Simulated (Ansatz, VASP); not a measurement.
# MgTe2Pb in two plane-wave programs, part 2 of 2

Wanted: the spread between two codes on one cell, functional and k mesh. The cell is invented: As first built, before any earlier steps moved the atoms: it takes the MgCdTe2 structure with some of its atoms replaced by other elements, volume scaled by an estimate. It may not be a known or stable phase. The cell comes out of the VASP series on this material, whose earlier steps may have relaxed, scaled or displaced it; both programs get it as it stands.

VASP 6.6.1 and Ansatz 0.2.0.

So far: The structure; Ansatz: band structure, r2SCAN50.

**3. VASP: band structure, r2SCAN50**

Level of this step: r2SCAN50; plane waves and PAW (Pb_d, Te, Mg); invented cell (VASP).

The same cell, functional, mesh and smearing now go to VASP, with its own data sets and cutoff.

Lines of VASP's logs that name or quote its potential files are left out, and so is its time.

File INCAR:

```
SYSTEM = MgTe2Pb
PREC = Accurate
ENCUT = 400
EDIFF = 1E-06
NELM = 100
ISMEAR = 0
SIGMA = 0.02
LREAL = .FALSE.
ALGO = Normal
LHFCALC = .TRUE.
AEXX = 0.5
METAGGA = R2SCAN
LASPH = .TRUE.
NBANDS = 20
PRECFOCK = Fast
HFRCUT = -1
LORBIT = 11
LWAVE = .FALSE.
LCHARG = .FALSE.
KPAR = 2
```

File POSCAR:

```
MgTe2Pb
1.0
    4.8556872069      0.0000000000      0.0000000000
    0.0000000000      4.8556872069      0.0000000000
    0.0000000000      0.0000000000      6.9888935447
Pb Te Mg
1 2 1
Direct
    0.0000000000      0.0000000000      0.0000000000
    0.0000000000      0.5000000000      0.2884569215
    0.5000000000      0.0000000000      0.7115430785
    0.5000000000      0.5000000000      0.5000000000
```

File KPOINTS:

```
Automatic mesh
0
Gamma
3 3 2
0 0 0
```

File KPOINTS_OPT:

```
Line mode
6
Line-mode
Reciprocal
  0.00000000   0.00000000   0.00000000 GAMMA
  0.00000000   0.50000000   0.00000000 X

  0.00000000   0.50000000   0.00000000 X
  0.50000000   0.50000000   0.00000000 M

  0.50000000   0.50000000   0.00000000 M
  0.00000000   0.00000000   0.00000000 GAMMA

  0.00000000   0.00000000   0.00000000 GAMMA
  0.00000000   0.00000000   0.50000000 Z

  0.00000000   0.00000000   0.50000000 Z
  0.00000000   0.50000000   0.50000000 R

  0.00000000   0.50000000   0.50000000 R
  0.50000000   0.50000000   0.50000000 A

  0.50000000   0.50000000   0.50000000 A
  0.00000000   0.00000000   0.50000000 Z

  0.00000000   0.50000000   0.00000000 X
  0.00000000   0.50000000   0.50000000 R

  0.50000000   0.50000000   0.00000000 M
  0.50000000   0.50000000   0.50000000 A
```

Potentials, in the order of the species: Pb_d, Te and Mg (PBE family, release 64).

On the command line:

```sh
> mpirun -np 4 vasp_std
```

Numbers of over 12 decimals in the logs are rounded to 6 here.

Output:

```text
[banner, memory and clock lines left out]
running    4 mpi-ranks, on    1 nodes
 distrk:  each k-point on    2 cores,    2 groups
 distr:  one band on    1 cores,    2 groups

 POSCAR found type information on POSCAR PbTeMg
 POSCAR found :  3 types and       4 ions
|                                                                             |
|               ----> ADVICE to this user running VASP <----                  |
|                                                                             |
|     You enforced a specific xc type in the INCAR file but a different       |
|     [... a line on the potential file left out ...]
|     I HOPE YOU KNOW WHAT YOU ARE DOING!                                     |
|                                                                             |

 LDA part: xc-table for (None), standard interpolation
 found WAVECAR, reading the header
 POSCAR, INCAR and KPOINTS ok, starting setup
 FFT: planning ... GRIDC
 FFT: planning ... GRID_SOFT
 FFT: planning ... GRID
 HFRCUT set to (new)   8.913151
 reading WAVECAR
 the WAVECAR file was read successfully
 initial charge from wavefunction
 entering main loop
       N       E                     dE             d eps       ncg     rms          rms(c)
DAV:   1    -0.731369691640E+02   -0.73137E+02   -0.89521E+00   256   0.227E+01    0.385E+01
DAV:   2    -0.732981970266E+02   -0.16123E+00   -0.49523E-01   336   0.522E+00    0.308E+01
DAV:   3    -0.732911648206E+02    0.70322E-02   -0.15340E-02   284   0.980E-01    0.193E+01
DAV:   4    -0.732827806867E+02    0.83841E-02   -0.70476E-03   272   0.706E-01    0.116E+01
DAV:   5    -0.732809637090E+02    0.18170E-02   -0.61623E-03   260   0.489E-01    0.694E+00
DAV:   6    -0.732810037576E+02   -0.40049E-04   -0.24051E-03   276   0.289E-01    0.411E+00
DAV:   7    -0.732809670713E+02    0.36686E-04   -0.45762E-04   280   0.150E-01    0.243E+00
DAV:   8    -0.732808782689E+02    0.88802E-04   -0.11139E-04   284   0.840E-02    0.143E+00
DAV:   9    -0.732808464026E+02    0.31866E-04   -0.73485E-05   264   0.491E-02    0.836E-01
DAV:  10    -0.732808453695E+02    0.10330E-05   -0.35818E-05   316   0.245E-02    0.490E-01
DAV:  11    -0.732808466605E+02   -0.12909E-05   -0.75788E-06   284   0.137E-02    0.282E-01
DAV:  12    -0.732808464269E+02    0.23360E-06   -0.80243E-07   156   0.799E-03
   1 F= -.73280846E+02 E0= -.73280846E+02  d E =-.547384E-20
 Start KPOINTS_OPT (optional k-point list driver)
k-point batch [1-6\54]
       N       E                     dE             ncg
DAV:   1     0.133165888365E+03   -0.14544E+04      248
DAV:   2    -0.141937465154E+04   -0.15525E+04      252
DAV:   3    -0.160720085381E+04   -0.18783E+03      288
DAV:   4    -0.161843838848E+04   -0.11238E+02      328
DAV:   5    -0.161876419167E+04   -0.32580E+00      304
DAV:   6    -0.161878083816E+04   -0.16646E-01      320
DAV:   7    -0.161878175857E+04   -0.92041E-03      316
DAV:   8    -0.161878178332E+04   -0.24749E-04      324
DAV:   9    -0.161878178419E+04   -0.87415E-06      236
[...]
k-point batch [49-54\54]
       N       E                     dE             ncg
DAV:   1     0.703339903554E+01   -0.42470E+04      240
DAV:   2    -0.147888356179E+04   -0.14859E+04      260
DAV:   3    -0.165290969777E+04   -0.17403E+03      284
DAV:   4    -0.166205891470E+04   -0.91492E+01      360
DAV:   5    -0.166227613042E+04   -0.21722E+00      300
DAV:   6    -0.166228196036E+04   -0.58299E-02      348
DAV:   7    -0.166228211469E+04   -0.15433E-03      296
DAV:   8    -0.166228211884E+04   -0.41509E-05      332
DAV:   9    -0.166228211915E+04   -0.31018E-06      196
```

OUTCAR, selected parts (step 3):

```text
ion  position               nearest neighbor table
   1  0.000  0.000  0.000-   2 3.16   3 3.16   2 3.16   3 3.16
   2  0.000  0.500  0.288-   4 2.84   4 2.84   1 3.16   1 3.16
   3  0.500  0.000  0.712-   4 2.84   4 2.84   1 3.16   1 3.16
   4  0.500  0.500  0.500-   2 2.84   3 2.84   3 2.84   2 2.84

  LATTYP: Found a simple tetragonal cell.
 ALAT       =     4.8556872069
 C/A-ratio  =     1.4393212015

 Subroutine GETGRP returns: Found  8 space group operations
 (whereof  8 operations were pure point group operations)

The static configuration has the point symmetry D_2d.

 Found      6 irreducible k-points:

   k-points           NKPTS =      6   k-points in BZ     NKDIM =     18   number of bands    NBANDS=     20

   dimension x,y,z NGX =    32 NGY =   32 NGZ =   48
   dimension x,y,z NGXF=    64 NGYF=   64 NGZF=   96

   ENCUT  =  400.0 eV  29.40 Ry    5.42 a.u.   7.92  7.92 11.40*2*pi/ulx,y,z

   NELECT =      28.0000    total number of electrons

 k-points in reciprocal lattice and weights: Automatic mesh
   0.00000000  0.00000000  0.00000000       0.056
   0.33333333  0.00000000  0.00000000       0.222
   0.33333333  0.33333333  0.00000000       0.222
   0.00000000  0.00000000  0.50000000       0.056
   0.33333333  0.00000000  0.50000000       0.222
   0.33333333  0.33333333  0.50000000       0.222

  exchange ACFDT corr.  =         0.00000000  see jH, gK, PRB 81, 115126

 average (electrostatic) potential at core
       1 -85.1250       2 -84.4433       3 -84.4433       4 -31.5334

 E-fermi :   1.2328

 k-point     1 :       0.0000    0.0000    0.0000
  band No.  band energies     occupation
    ...
     10      -1.7478      2.00000
     11      -0.8556      2.00000
     12      -0.5705      2.00000
     13      -0.2305      2.00000
     14      -0.2305      2.00000
     15       5.1489      0.00000
     16       5.6126      0.00000
     17       6.1860      0.00000
     18       6.1860      0.00000
     19       7.0429      0.00000
    ...

 k-point     2 :       0.3333    0.0000    0.0000
  band No.  band energies     occupation
    ...
     10      -2.5013      2.00000
     11      -1.4124      2.00000
     12      -1.3118      2.00000
     13      -0.5092      2.00000
     14       1.0167      2.00000
     15       5.6103      0.00000
     16       6.4724      0.00000
     17       6.5167      0.00000
     18       6.8709      0.00000
     19       8.8517      0.00000
    ...

 k-point     3 :       0.3333    0.3333    0.0000
  band No.  band energies     occupation
    ...
     10      -2.1772      2.00000
     11      -2.0241      2.00000
     12      -1.4277      2.00000
     13      -1.2907      2.00000
     14       0.6589      2.00000
     15       4.9649      0.00000
     16       5.6625      0.00000
     17       7.5909      0.00000
     18       7.9724      0.00000
     19       9.3839      0.00000
    ...

  energy-cutoff  :      400.00
  volume of cell :      164.78
      direct lattice vectors                 reciprocal lattice vectors
     4.855687207  0.000000000  0.000000000     0.205944073  0.000000000  0.000000000
     0.000000000  4.855687207  0.000000000     0.000000000  0.205944073  0.000000000
     0.000000000  0.000000000  6.988893545     0.000000000  0.000000000  0.143084165

 POSITION                                       TOTAL-FORCE (eV/Angst)
 -----------------------------------------------------------------------------------
      0.00000      0.00000      0.00000        -0.000000      0.000000      0.000000
      0.00000      2.42784      2.01599        -0.000000     -0.000000     -0.087835
      2.42784      0.00000      4.97290         0.000000      0.000000      0.087835
      2.42784      2.42784      3.49445        -0.000000      0.000000      0.000000
 -----------------------------------------------------------------------------------
    total drift:                                0.000006      0.000004     -0.000001

  FREE ENERGIE OF THE ION-ELECTRON SYSTEM (eV)
  ---------------------------------------------------
  free  energy   TOTEN  =       -73.2808464269 eV

  energy  without entropy=      -73.2808464269  energy(sigma->0) =      -73.28084643

 total charge
# of ion       s       p       d       tot
------------------------------------------
    1        1.535   0.504   9.824  11.863
    2        1.276   2.459   0.010   3.745
    3        1.276   2.459   0.010   3.745
    4        0.151   0.114   0.021   0.287
--------------------------------------------------
tot          4.239   5.536   9.865  19.640

[... 3 further parts left out ...]
```

**4. Side by side**

Known differences besides the PAW data sets themselves: exact exchange at q = 0 is treated differently, which shows on coarse meshes; VASP keeps PBE cores, Ansatz makes them for the functional; the data sets hold 56 valence electrons in Ansatz (default PAW (the set named soft_2) files) and 28 in VASP; the cutoff is 500 eV in Ansatz and 400 eV in VASP; VASP takes a coarser grid for exact exchange (PRECFOCK = Fast). Total energies have different zeros and are not compared.

The two programs side by side:

```
                     quantity  Ansatz   VASP  difference
gap over the path points (eV)   3.103  3.117      -0.013
```

Forces (eV/Å; atoms numbered as in POSCAR):

```
atom        Ansatz x, y, z          VASP x, y, z
 Pb1   0.000, 0.000, 0.000   0.000, 0.000, 0.000
 Te2  0.000, 0.000, -0.085  0.000, 0.000, -0.088
 Te3   0.000, 0.000, 0.085   0.000, 0.000, 0.088
 Mg4   0.000, 0.000, 0.000   0.000, 0.000, 0.000
```

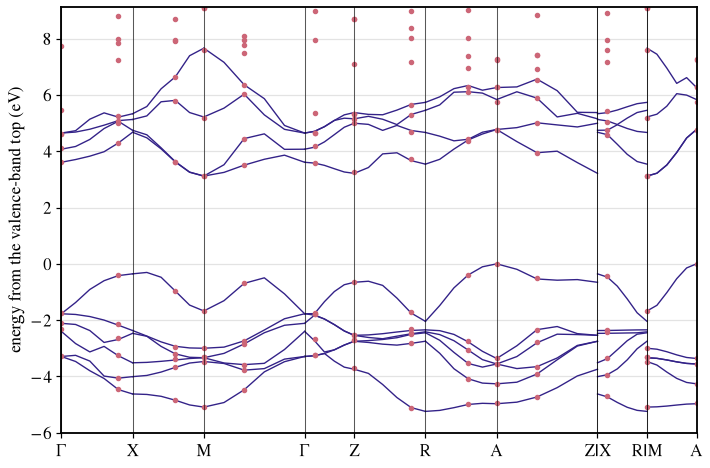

Bands from VASP (lines) and levels from Ansatz (dots). Dots without a line are higher empty bands that the VASP plot leaves out.

Levels at points of the path, from each program's valence-band top (eV; 4 filled, then empty):

```
k (reciprocal lattice)                                  Ansatz                                    VASP
     0.000 0.000 0.000  -2.31 -2.11 -1.74 -1.74 3.61 4.12 4.59  -2.40 -2.11 -1.77 -1.77 3.61 4.07 4.64
     0.000 0.400 0.000  -3.25 -2.65 -2.15 -0.39 4.28 5.01 5.08  -3.26 -2.69 -2.18 -0.42 4.29 5.06 5.09
     0.300 0.500 0.000  -3.39 -3.21 -2.94 -0.96 3.61 3.62 5.79  -3.42 -3.20 -2.93 -0.97 3.62 3.63 5.80
     0.500 0.500 0.000  -3.31 -3.31 -3.00 -1.67 3.10 3.10 5.20  -3.33 -3.33 -3.00 -1.67 3.12 3.12 5.21
     0.300 0.300 0.000  -3.58 -2.85 -2.74 -0.68 3.50 4.42 6.04  -3.58 -2.84 -2.73 -0.69 3.50 4.45 6.03
     0.000 0.000 0.100  -2.68 -1.79 -1.79 -1.73 3.58 4.19 4.66  -2.73 -1.82 -1.82 -1.77 3.58 4.14 4.70
     0.000 0.000 0.500  -2.70 -2.52 -2.52 -0.65 3.25 5.01 5.14  -2.75 -2.54 -2.54 -0.66 3.21 4.99 5.15
     0.000 0.400 0.500  -2.48 -2.44 -2.33 -1.71 3.71 4.68 5.27  -2.50 -2.48 -2.37 -1.75 3.67 4.74 5.30
     0.300 0.500 0.500  -3.53 -3.06 -2.75 -0.38 4.37 4.44 6.10  -3.54 -3.06 -2.77 -0.40 4.40 4.42 6.11
     0.500 0.500 0.500   -3.54 -3.54 -3.33 0.00 4.77 4.77 5.76   -3.56 -3.56 -3.36 0.00 4.77 4.77 5.83
```

The forces differ by 1.3 meV/Å r.m.s., which is 3.7 % of the r.m.s. force of 0.04 eV/Å (both taken over all components). Among the levels compared (up to four filled and three empty ones at each point), filled levels agree within 93 meV and empty ones within 77 meV.

**5. VASP: band structure, PBE-EpsX**

The same path points are solved in both programs, so levels can be compared one by one.

Edit INCAR of step 3 so:

```diff
@@ -10,4 +10,4 @@
 LHFCALC = .TRUE.
-AEXX = 0.5
-METAGGA = R2SCAN
+AEXX = 0.134
+GGA = PE
 LASPH = .TRUE.
```

POSCAR is that of step 3.

KPOINTS is that of step 3.

KPOINTS_OPT is that of step 3.

On the command line:

```sh
> mpirun -np 4 vasp_std
```

Output:

```text
[banner, memory and clock lines left out]
running    4 mpi-ranks, on    1 nodes
[...]
LDA part: xc-table for (Slater+PW92), standard interpolation
 found WAVECAR, reading the header
 POSCAR, INCAR and KPOINTS ok, starting setup
[...]
HFRCUT set to (new)   8.913151
 reading WAVECAR
 the WAVECAR file was read successfully
 initial charge from wavefunction
 entering main loop
       N       E                     dE             d eps       ncg     rms          rms(c)
DAV:   1    -0.154772827361E+02   -0.15477E+02   -0.63307E-01   244   0.606E+00    0.561E+00
DAV:   2    -0.154806735374E+02   -0.33908E-02   -0.20077E-02   296   0.106E+00    0.357E+00
DAV:   3    -0.154801169927E+02    0.55654E-03   -0.16951E-03   344   0.287E-01    0.220E+00
DAV:   4    -0.154800305036E+02    0.86489E-04   -0.37581E-04   268   0.112E-01    0.133E+00
DAV:   5    -0.154800219630E+02    0.85406E-05   -0.48587E-05   300   0.519E-02    0.805E-01
DAV:   6    -0.154800210956E+02    0.86741E-06   -0.73634E-06   288   0.252E-02
   1 F= -.15480021E+02 E0= -.15480021E+02  d E =-.220821E-30
 Start KPOINTS_OPT (optional k-point list driver)
k-point batch [1-6\54]
       N       E                     dE             ncg
DAV:   1     0.143494543223E+03   -0.14441E+04      248
DAV:   2    -0.104677962477E+04   -0.11903E+04      248
DAV:   3    -0.117281102014E+04   -0.12603E+03      312
DAV:   4    -0.117859176143E+04   -0.57807E+01      288
DAV:   5    -0.117876462252E+04   -0.17286E+00      344
DAV:   6    -0.117876969505E+04   -0.50725E-02      352
DAV:   7    -0.117876975864E+04   -0.63585E-04      344
DAV:   8    -0.117876975957E+04   -0.93227E-06      264
[...]
k-point batch [49-54\54]
       N       E                     dE             ncg
DAV:   1     0.568246248931E+02   -0.41972E+04      240
DAV:   2    -0.109955579576E+04   -0.11564E+04      268
DAV:   3    -0.121170605358E+04   -0.11215E+03      300
DAV:   4    -0.121593074615E+04   -0.42247E+01      344
DAV:   5    -0.121601298407E+04   -0.82238E-01      316
DAV:   6    -0.121601570762E+04   -0.27236E-02      352
DAV:   7    -0.121601573893E+04   -0.31301E-04      320
DAV:   8    -0.121601573937E+04   -0.44810E-06      212
```

OUTCAR, selected parts (step 5):

```text
 POSITION                                       TOTAL-FORCE (eV/Angst)
 -----------------------------------------------------------------------------------
      0.00000      0.00000      0.00000         0.000000      0.000000      0.000000
      0.00000      2.42784      2.01599         0.000000     -0.000000     -0.062156
      2.42784      0.00000      4.97290         0.000000     -0.000000      0.062156
      2.42784      2.42784      3.49445         0.000000     -0.000000      0.000000
 -----------------------------------------------------------------------------------
    total drift:                                0.000002      0.000006     -0.000001

  FREE ENERGIE OF THE ION-ELECTRON SYSTEM (eV)
  ---------------------------------------------------
  free  energy   TOTEN  =       -15.4800210956 eV

  energy  without entropy=      -15.4800210956  energy(sigma->0) =      -15.48002110

[... 2 parts as in an earlier step ...]

[... 1 further part left out ...]
[key lines of the parts left out:]
E-fermi :   2.3678
```

**6. Ansatz: band structure, PBE-EpsX**

The same cell, functional, mesh and smearing now go to Ansatz, which takes its cutoff from its data sets.

The cell comes out of the VASP series on this material, whose earlier steps may have relaxed, scaled or displaced it; both programs get it as it stands.

File input.yaml:

```yaml
crystal:
  lattice:
    - [4.8556872069, 0.0, 0.0]
    - [0.0, 4.8556872069, 0.0]
    - [0.0, 0.0, 6.9888935447]
  atoms:
    - { symbol: Pb, position: [0.0, 0.0, 0.0] }
    - { symbol: Te, position: [0.0, 0.5, 0.2884569215] }
    - { symbol: Te, position: [0.5, 0.0, 0.7115430785] }
    - { symbol: Mg, position: [0.5, 0.5, 0.5] }
hamiltonian:
  xc: { exchange: pbe, correlation: pbe, exx: { coeff: 0.134 } }
  pseudopotentials: { kind: paw }
kpoints:
  mp_grid: { grid: [3, 3, 2] }
  band_path:
    path:
      - [0.0, 0.0, 0.0]
      - [0.0, 0.4, 0.0]
      - [0.3, 0.5, 0.0]
      - [0.5, 0.5, 0.0]
      - [0.3, 0.3, 0.0]
      - [0.0, 0.0, 0.1]
      - [0.0, 0.0, 0.5]
      - [0.0, 0.4, 0.5]
      - [0.3, 0.5, 0.5]
      - [0.5, 0.5, 0.5]
      - [0.3, 0.3, 0.5]
      - [0.0, 0.5, 0.1]
      - [0.5, 0.5, 0.0]
      - [0.5, 0.5, 0.5]
    npoints: 1
scf:
  occupations: { method: gaussian, width: 0.02 }
  n_extra_bands: 8
output:
  forces: true
  stress: true
  eigenvalues: true
```

On the command line:

```sh
> ansatz run input.yaml --threads 4 --pin off --max-ram 9216MiB --backend cpu --events-out ev --progress --plain --runs-dir out
```

Output:

```text
[...]
Crystal: 4 atoms, lattice volume = 164.782 Å³
Basis set: ecut = 420 eV, 3251 PW (Γ), exchange–correlation on 72×72×96 points (8 copies of the dense FFT grid, shifted against one another)
Bands: 36, of which v1, the nominal top of the filled ones, is band 28 counted from 1 (27 counted from 0)
Symmetry: 8 space group operations
[...]
k-points: 6 of 18
[...]
P = ⅓ Tr σ = -0.2150 GPa (-2.150 kbar)
--- Band table (eV; the first three rows and the last of 6) ---
  k-point 0: bands = [... 24 lower, 2.7442, 3.0862, 3.4698, 3.4698, 6.8130, 7.1402, 7.6041, 7.6041, ... 4 higher]
  k-point 1: bands = [... 24 lower, 2.6275, 2.7693, 2.7693, 4.2861, 6.4242, 7.8372, 8.1526, 8.2598, ... 4 higher]
  k-point 2: bands = [... 24 lower, 2.3686, 2.5320, 3.2251, 4.3924, 7.1883, 7.8923, 7.9354, 8.2173, ... 4 higher]
  k-point 5: bands = [... 24 lower, 1.7337, 2.3872, 2.7774, 4.4755, 7.0999, 7.9049, 8.9039, 9.4334, ... 4 higher]
[key lines of the parts left out:]
Free energy (F): -27796.641484 eV
Fermi energy:    5.449991 eV
```

Run time: 62 s. Hardware: 4 threads of Arm Neoverse V1, shared host; peak memory 1.4 GiB; 3.7 min of CPU time.

**7. Comparison**

What differs besides the data sets and the points named for the pairs above, as far as they apply: the cutoff is 420 eV in Ansatz and 400 eV in VASP. Total energies have different zeros and are not compared.

The two programs side by side:

```
                     quantity  Ansatz   VASP  difference
gap over the path points (eV)   1.461  1.455      +0.006
```

Forces (eV/Å; atoms numbered as in POSCAR):

```
atom        Ansatz x, y, z          VASP x, y, z
 Pb1   0.000, 0.000, 0.000   0.000, 0.000, 0.000
 Te2  0.000, 0.000, -0.060  0.000, 0.000, -0.062
 Te3   0.000, 0.000, 0.060   0.000, 0.000, 0.062
 Mg4   0.000, 0.000, 0.000   0.000, 0.000, 0.000
```

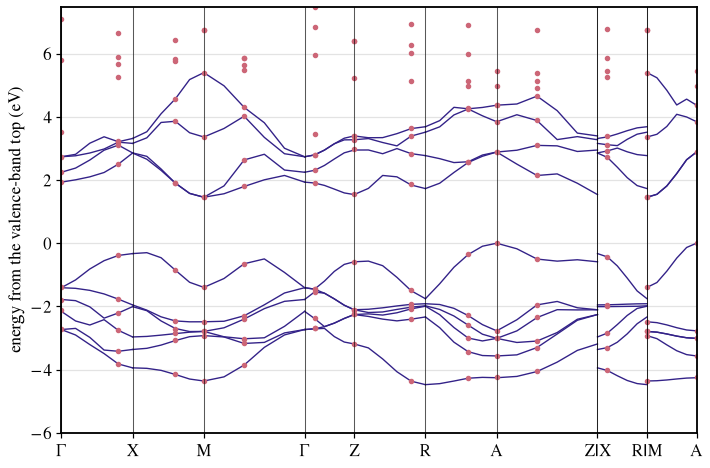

Bands from VASP (lines) and levels from Ansatz (dots). Dots without a line are higher empty bands that the VASP plot leaves out.

Levels at points of the path, from each program's valence-band top (eV; 4 filled, then empty):

```
k (reciprocal lattice)                                  Ansatz                                    VASP
     0.000 0.000 0.000  -2.13 -1.78 -1.40 -1.40 1.94 2.27 2.73  -2.16 -1.78 -1.41 -1.41 1.93 2.25 2.74
     0.000 0.400 0.000  -2.75 -2.20 -1.76 -0.38 2.51 3.10 3.20  -2.76 -2.21 -1.77 -0.39 2.50 3.10 3.20
     0.300 0.500 0.000  -2.85 -2.70 -2.46 -0.85 1.91 1.91 3.87  -2.86 -2.70 -2.46 -0.85 1.90 1.90 3.86
     0.500 0.500 0.000  -2.78 -2.78 -2.49 -1.39 1.46 1.46 3.37  -2.79 -2.79 -2.49 -1.40 1.46 1.46 3.36
     0.300 0.300 0.000  -3.02 -2.40 -2.30 -0.64 1.80 2.63 4.03  -3.02 -2.40 -2.30 -0.65 1.80 2.64 4.02
     0.000 0.000 0.100  -2.36 -1.54 -1.45 -1.45 1.92 2.33 2.79  -2.38 -1.54 -1.45 -1.45 1.91 2.31 2.79
     0.000 0.000 0.500  -2.24 -2.10 -2.10 -0.58 1.55 2.97 3.28  -2.26 -2.11 -2.11 -0.59 1.54 2.95 3.27
     0.000 0.400 0.500  -2.07 -2.01 -1.93 -1.49 1.86 2.83 3.39  -2.08 -2.02 -1.94 -1.50 1.84 2.83 3.39
     0.300 0.500 0.500  -3.00 -2.59 -2.29 -0.35 2.56 2.58 4.24  -3.00 -2.59 -2.29 -0.36 2.56 2.58 4.25
     0.500 0.500 0.500   -3.01 -3.01 -2.76 0.00 2.89 2.89 3.84   -3.01 -3.01 -2.77 0.00 2.89 2.89 3.85
```

The forces differ by 0.8 meV/Å r.m.s., which is 3.1 % of the r.m.s. force of 0.03 eV/Å (both taken over all components). Among the levels compared (up to four filled and three empty ones at each point), filled levels agree within 30 meV and empty ones within 24 meV.

**8. Summary of results**

```
difference in gap over the path points (band structure, r2SCAN50) : -0.013 eV
difference in gap over the path points (band structure, PBE-EpsX) : 0.0059 eV
```

**Reading.** The difference in gap over the path points is -0.013 eV (band structure, r2SCAN50), within the 0.08 eV picked in this series as the mark of a large difference. How closely two codes agree says nothing of how well the functional describes the real material.

[Lines on the potential files, build, host, timing and source positions are cut from VASP's logs without a mark.]

[Logs are printed without paths, hosts, clocks, repeated set-up lines and the standing remarks that a program may print on its own settings, such as how far it seeks lower states.]

[Hosts, paths, dates, database ids (printed as entryN), source tags and the programs' standing remarks are cut or masked in the printed files.]
